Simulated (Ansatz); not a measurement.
# How BAs (F-43m) expands on warming, part 2 of 2

Wanted: α(T), C_P(T) and B(T) of BAs in the quasi-harmonic approximation.

Experimental results on record:
- volume expansion coefficient 11.55 1e-6/K near room temperature (given in “Basic Physical Properties of Cubic Boron Arsenide (three times its linear coefficient)”, 2019, arxiv:1911.11281)
- volume expansion coefficient 10.8 1e-6/K near room temperature (given in “Thermal expansion coefficients of high thermal conducting BAs and BP materials (three times its linear coefficient)”, 2019, arxiv:1906.04101)

Ansatz 0.2.0; DFT r2SCAN, scalar-relativistic, plane waves, PAW.

So far. Step 2 (Probe on a coarse mesh): The start is under 0.65 GPa at this level and looks like an insulator or semiconductor on this mesh. Step 4 (Relaxing to small residual forces and stress): The residual pressure is 0.0030 GPa, small enough for phonons. The relaxed cell has a = 4.784 Å (conventional setting).

## (5) Phonons on strained cells

The study relaxes the crystal at several strains, solves the phonons on some of them and minimises the free energy at each temperature (static energy, vibrations, the electrons in a metal, and PV under a set pressure); the q-mesh sets how far the force constants reach.

input.yaml reads:

```yaml
crystal:
  lattice:
    - [0.0, 2.3919171796, 2.3919171796]
    - [2.3919171796, 0.0, 2.3919171796]
    - [2.3919171796, 2.3919171796, 0.0]
  atoms:
    - { symbol: B, position: [0.0, 0.0, 0.0] }
    - { symbol: As, position: [0.25, 0.25, 0.25] }
kpoints:
  mp_grid: { grid: [12, 12, 12] }
hamiltonian:
  xc: r2scan
scf:
  occupations: { method: fixed }
  lower_state_search: "off"
output:
  eigenvalues: true
phonons:
  method: dfpt
  qmesh: [4, 4, 4]
  temperatures: { t_max: 800.0, t_step: 50 }
  thermal_expansion: {}
```

Started as:

```bash
$ ansatz run input.yaml --threads 8 --pin off --max-ram 16384MiB --backend cpu --events-out ev --progress --plain --runs-dir out
```

Numbers of over 12 decimals in the logs are rounded to 6 here.

The program printed:

```text
Warning: phonons: the dynamical matrix that this run interpolates holds no multipole term above the dipole-dipole one, and a site of this crystal is no centre of inversion, so its interpolated transverse optical and acoustic branches and sound speeds can stay off near Gamma, and the density of states and the thermodynamics with them. What a run solves at a wave vector of phonons.qpoints, Gamma apart, where the deck admits one, is free of this, and under fd what a larger phonons.supercell samples
[...]
Crystal: 2 atoms, lattice volume = 27.370 Å³
Basis set: ecut = 580 eV, 893 PW (Γ), exchange–correlation on 135×135×135 points (125 copies of the dense FFT grid, shifted against one another)
Bands: 13, of which v1, the nominal top of the filled ones, is band 9 counted from 1 (8 counted from 0)
Symmetry: 24 space group operations
[...]
k-points: 72 of 1728 (time reversal used)
[...]
SCF iter   1: F=-5021.334948 eV  HF=-5021.318199 eV  |F-HF|=1.67e-2  |Δ(HF+E_count)|=         —  Δρ=5.90e-3  dr2=1.05e-2  dr2_τ=9.41e-2  ethr=1.77e-3  ⟨swp⟩=4.2  Hψ=4941  notcnv=0  defer=87
[...]
SCF iter   8: F=-5021.342542 eV  HF=-5021.342542 eV  |F-HF|=8.19e-12  |Δ(HF+E_count)|=  1.30e-10  Δρ=1.85e-7  dr2=1.06e-11  dr2_τ=4.01e-13  ethr=1.00e-12  ⟨swp⟩=5.0  Hψ=4891  notcnv=0
SCF 1 converged in 8 iterations: F = -5021.342542 eV  dr2 = 1.06e-11
[...]
relax step   1: F+E_penalty+E_count = -5021.34254199 eV  Δ(F+E_penalty+E_count) = +0.000e0 eV  max|allowed force component| = 2.556e-16 eV/Å  Δτ_max = 0.0000 Å  (8 SCF iters, accepted)
SCF converged after 8 iterations
Free energy (F): -5021.342542 eV
[...]
Internal energy: -5021.342542 eV  (E = F + TS)
E sigma→0 (E₀):  -5021.342542 eV
Fermi energy:    10.968802 eV
[...]
--- Stress (GPa, compression-positive) ---
       -0.000319      -0.000000      -0.000000
       -0.000000      -0.000319       0.000000
       -0.000000       0.000000      -0.000319
  P = ⅓ Tr σ = -0.0003 GPa (-0.003 kbar)
--- Band table (eV; the first three rows and the last of 72) ---
  k-point 0: bands = [... 5 lower, -5.1548, 10.9688, 10.9688, 10.9688, 14.4056, 14.4056, 14.4056, 16.0308]
  k-point 1: bands = [... 5 lower, -5.0352, 9.8736, 10.7361, 10.7361, 14.6194, 14.7125, 14.7125, 16.6648]
  k-point 2: bands = [... 5 lower, -4.6802, 7.8609, 10.2448, 10.2448, 14.5317, 15.3517, 15.3517, 18.0975]
  k-point 71: bands = [... 5 lower, -0.5506, 2.3838, 5.2592, 5.5590, 16.6692, 17.4080, 18.1570, 18.3537]
── thermal expansion: 3 new cells, 3 in all ──
thermal expansion: relaxation of cell 2
thermal expansion: relaxation of cell 3
── thermal expansion: 2 new cells, 5 in all ──
thermal expansion: relaxation of cell 4
thermal expansion: phonons of cell 4
thermal expansion: relaxation of cell 5
thermal expansion: phonons of cell 5
── thermal expansion: 5 new cells, 10 in all ──
thermal expansion: relaxation of cell 6
thermal expansion: relaxation of cell 7
thermal expansion: relaxation of cell 8
thermal expansion: relaxation of cell 9
thermal expansion: relaxation of cell 10
thermal expansion: phonons of cell 6
thermal expansion: phonons of cell 7
--- Relaxed structure (1 steps of the walk, 1 accepted, 0 SCFs on fresh bases) ---
  F+E_penalty+E_count = -5021.34254199 eV   max|allowed force component| = 2.556e-16 eV/Å
  atoms:
    - { symbol: B, position: [0.0, 0.0, 0.0] }
    - { symbol: As, position: [0.25, 0.25, 0.25] }
--- Thermal expansion: 10 cells in 3 rounds, 0 GPa ---
  no lower state was looked for at cell 4: scf.lower_state_search: off
  without vibrations: a 3.38268, b 3.38268, c 3.38268 Å, V 27.3696 Å³, B 140.89 GPa
  at 0 K: a 3.39127, b 3.39127, c 3.39127 Å, V 27.5787 Å³, B 138.17 GPa
  zero-point expansion: a +0.254, b +0.254, c +0.254, V +0.764 %
      T/K        a/Å        b/Å        c/Å       V/Å³ | expansion of a, b, c, V (1e-6/K)   | that of V in the mean from 25 °C | C_P, C_V (J/mol K of the cell) | B_T, B_S (GPa)
     0.00    3.39127    3.39127    3.39127    27.5787 |    0.00    0.00    0.00    0.00 |    5.72 |     0.000     0.000 |   138.17   138.17
   100.00    3.39139    3.39139    3.39139    27.5815 |    1.05    1.05    1.05    3.14 |    8.10 |    12.617    12.614 |   138.07   138.09
   200.00    3.39203    3.39203    3.39203    27.5971 |    2.76    2.76    2.76    8.27 |   10.57 |    25.529    25.497 |   137.56   137.73
   298.15    3.39320    3.39320    3.39320    27.6258 |    4.21    4.21    4.21   12.63 |       - |    34.321    34.213 |   136.73   137.17
   350.00    3.39400    3.39400    3.39400    27.6452 |    4.77    4.77    4.77   14.30 |   13.50 |    37.520    37.358 |   136.23   136.82
   450.00    3.39575    3.39575    3.39575    27.6881 |    5.52    5.52    5.52   16.56 |   14.85 |    41.720    41.442 |   135.18   136.08
   550.00    3.39772    3.39772    3.39772    27.7361 |    6.01    6.01    6.01   18.02 |   15.86 |    44.305    43.905 |   134.07   135.29
   650.00    3.39982    3.39982    3.39982    27.7876 |    6.34    6.34    6.34   19.02 |   16.65 |    45.989    45.467 |   132.94   134.47
   750.00    3.40202    3.40202    3.40202    27.8416 |    6.58    6.58    6.58   19.75 |   17.29 |    47.151    46.505 |   131.78   133.62
   800.00    3.40314    3.40314    3.40314    27.8693 |    6.69    6.69    6.69   20.06 |   17.56 |    47.604    46.896 |   131.20   133.18
  the static fit leaves 0.000 meV an atom of the energies and, of the stresses, 0.000 GPa of each cell's largest along a strain (root mean squares over the cells), whose Pulay part it has at -0.009 GPa
  vibrations' free energy: its fit passes through its cells
  the electrons' free energy at temperature is not in it: every band gap is over 0.83 eV
  free energies summed between the sampled wave vectors
  estimated error of the fitted expansion in any direction: up to 0.030e-6/K, at 800 K, with few degrees of freedom (an estimate, not a bound: it was exceeded on models of known expansion)
  by sums over the sampled wave vectors an expansion of the volume parts by up to 0.38e-6/K
  by a static energy of one degree less an expansion of the volume parts by up to 0.00e-6/K
  band gaps on the cells' k-points are 1.352 to 1.423 eV
```

It took 1.6 h on 8 threads of Arm Neoverse N1, shared host; peak memory 2.6 GiB; 12 h of CPU time.

This step gave:

- pressure: -3.19e-4 GPa
- gap on the k-mesh: 1.384 eV
- volume expansion coefficient at 298 K: 12.63 1e-6/K
- C_P at 298 K: 17.16 J/mol-atom/K
- entropy at 298 K: 15.58 J/mol-atom/K
- isothermal bulk modulus at 298 K: 136.7 GPa
- Grüneisen parameter at 298 K: 0.8398
- volume at 298 K: 13.81 Å³/atom
- principal linear expansion coefficients at 298 K: 4.21, 4.21, 4.21 1e-6/K

Strained cells of the study; zero-point energy where phonons were solved; the pressures are stresses at a fixed cutoff and can carry an offset from the finite basis. Expansion cells, by row:

```csv
cell,|a| (Å),|b| (Å),|c| (Å),V (Å³/atom),E - E_lowest (meV/atom),"pressure, compression positive (GPa)",gap (eV),zero-point energy (meV/atom)
1,3.383,3.383,3.383,13.68,0,-0.009,1.384,-
2,3.41,3.41,3.41,14.02,3.382,-3.217,1.409,-
3,3.356,3.356,3.356,13.36,3.495,3.526,1.359,-
4,3.383,3.383,3.383,13.69,0,-0.037,1.385,81.75
5,3.4,3.4,3.4,13.89,1.369,-2.08,1.4,80.39
6,3.392,3.392,3.392,13.8,0.43,-1.183,1.393,80.99
7,3.411,3.411,3.411,14.03,3.706,-3.36,1.41,79.5
8,3.349,3.349,3.349,13.28,5.427,4.439,1.352,-
9,3.366,3.366,3.366,13.48,1.325,2.134,1.369,-
10,3.425,3.425,3.425,14.21,8.223,-4.897,1.423,-
```

Quasi-harmonic; a, b, c are the run's own cell vectors. Expansion, by row:

```csv
T (K),a (Å),b (Å),c (Å),alpha (deg),beta (deg),gamma (deg),cell volume (Å³/cell),alpha_a (1e-6/K),alpha_b (1e-6/K),alpha_c (1e-6/K),alpha_V (1e-6/K),C_P (J/mol-atom/K),C_V (J/mol-atom/K),S (J/mol-atom/K),B_T (GPa),B_S (GPa),Grueneisen,extrapolation,fit error (1e-6/K)
0,3.391,3.391,3.391,60,60,60,27.58,0,0,0,0,0,0,0,138.2,138.2,-,0,0
50,3.391,3.391,3.391,60,60,60,27.58,0.23,0.23,0.23,0.69,1.635,1.635,0.503,138.2,138.2,0.482,0,0
100,3.391,3.391,3.391,60,60,60,27.58,1.05,1.05,1.05,3.14,6.308,6.307,3.112,138.1,138.1,0.572,0,0
150,3.392,3.392,3.392,60,60,60,27.59,1.88,1.88,1.88,5.65,9.817,9.812,6.362,137.9,137.9,0.66,0,0
200,3.392,3.392,3.392,60,60,60,27.6,2.76,2.76,2.76,8.27,12.76,12.75,9.6,137.6,137.7,0.741,0,0.01
250,3.393,3.393,3.393,60,60,60,27.61,3.56,3.56,3.56,10.69,15.25,15.21,12.72,137.2,137.5,0.801,0,0.01
298.1,3.393,3.393,3.393,60,60,60,27.63,4.21,4.21,4.21,12.63,17.16,17.11,15.58,136.7,137.2,0.84,0,0.01
300,3.393,3.393,3.393,60,60,60,27.63,4.23,4.23,4.23,12.7,17.23,17.17,15.69,136.7,137.2,0.841,0,0.01
350,3.394,3.394,3.394,60,60,60,27.65,4.77,4.77,4.77,14.3,18.76,18.68,18.46,136.2,136.8,0.868,0,0.01
400,3.395,3.395,3.395,60,60,60,27.67,5.19,5.19,5.19,15.56,19.94,19.83,21.05,135.7,136.5,0.887,0,0.01
450,3.396,3.396,3.396,60,60,60,27.69,5.52,5.52,5.52,16.56,20.86,20.72,23.45,135.2,136.1,0.901,0,0.01
500,3.397,3.397,3.397,60,60,60,27.71,5.79,5.79,5.79,17.36,21.58,21.41,25.69,134.6,135.7,0.911,0,0.01
550,3.398,3.398,3.398,60,60,60,27.74,6.01,6.01,6.01,18.02,22.15,21.95,27.77,134.1,135.3,0.919,0,0.01
600,3.399,3.399,3.399,60,60,60,27.76,6.19,6.19,6.19,18.56,22.61,22.39,29.72,133.5,134.9,0.925,0,0.01
650,3.4,3.4,3.4,60,60,60,27.79,6.34,6.34,6.34,19.02,23,22.73,31.55,132.9,134.5,0.93,0,0.01
700,3.401,3.401,3.401,60,60,60,27.81,6.47,6.47,6.47,19.41,23.31,23.02,33.26,132.4,134,0.935,0,0.01
750,3.402,3.402,3.402,60,60,60,27.84,6.58,6.58,6.58,19.75,23.58,23.25,34.88,131.8,133.6,0.938,0,0.02
800,3.403,3.403,3.403,60,60,60,27.87,6.69,6.69,6.69,20.06,23.8,23.45,36.41,131.2,133.2,0.942,0,0.03
```

Expansion coefficient against temperature; values in 1e-6/K:

```csv
temperature (K),volume,principal 1
0,0,0
50,0.69,0.23
100,3.14,1.05
150,5.65,1.88
200,8.27,2.76
250,10.7,3.56
298,12.6,4.21
300,12.7,4.23
350,14.3,4.77
400,15.6,5.19
450,16.6,5.52
500,17.4,5.79
550,18.0,6.01
600,18.6,6.19
650,19.0,6.34
700,19.4,6.47
750,19.8,6.58
800,20.1,6.69
```

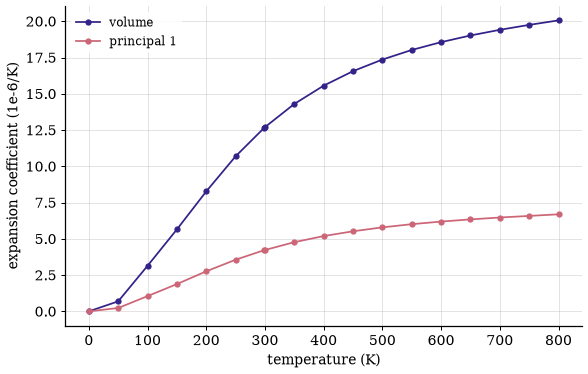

Expansion coefficient, plotted against temperature.

At 298 K the volume expansion is 12.6 × 10⁻⁶/K and B_T is 137 GPa. The program raised the cutoff to 580 eV by itself: with no cutoff typed, the study takes about 1.16 times the default for its relaxations and scales it with the volume for the phonons.

## (6) Results

| Item | Value |
| --- | --- |
| settings of these figures | r2SCAN, 580 eV, k 12×12×12, q 4×4×4 |
| volume expansion coefficient at 298 K | 12.63 1e-6/K |
| C_P at 298 K | 17.16 J/mol-atom/K |
| entropy at 298 K | 15.58 J/mol-atom/K |
| isothermal bulk modulus at 298 K | 136.7 GPa |
| Grüneisen parameter at 298 K | 0.8398 |
| volume at 298 K | 13.81 Å³/atom |
| principal linear expansion coefficients at 298 K | 4.21, 4.21, 4.21 1e-6/K |

What this shows: Near room temperature BAs expands by 12.6 × 10⁻⁶/K in volume by r2SCAN, with C_P = 17.2 J/(mol K) per mole of atoms and B_T = 137 GPa. C_P at room temperature is 69 % of the classical 3R an atom, so the stiffest modes are still partly frozen out. A measured volume expansion coefficient near room temperature is 11.55 1e-6/K (arxiv:1911.11281); the calculated 12.6 1e-6/K differs by +9 %. The interpolation has no quadrupole term, so branches near the zone centre are less sure, since this crystal has sites that are not centres of inversion. The PAW files were made for PBE and are used here under another functional, for which the program regenerates the frozen cores.

[Logs are printed without paths, hosts, clocks, repeated set-up lines and the standing remarks that a program may print on its own settings, such as how far it seeks lower states.]

[Hosts, paths, dates, database ids (printed as entryN), source tags and the programs' standing remarks are cut or masked in the printed files.]

[A step with changed settings may run another functional than the one named; its input shows which.]
